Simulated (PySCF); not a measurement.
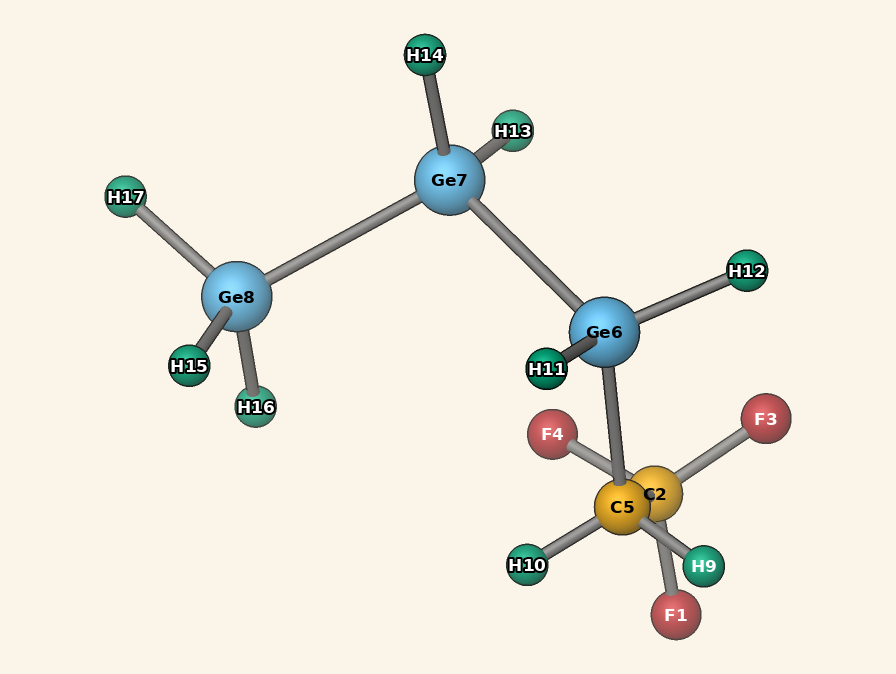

C2 lies behind C5. The molecule seen a little off the C5–C2 bond, C5 in front. Depth is shown by fading: the farther an atom, the more it takes the colour of the background. Computed geometry: PBE0-D3(BJ)/def2-SVP optimisation. No frequency run is at hand to confirm it as a minimum.

What is the torsion angle Ge6–C5–C2–F1? The sign is positive where the front bond must turn clockwise to cover the back bond.

175°, antiperiplanar (anti). The bonds about C5–C2 are staggered.
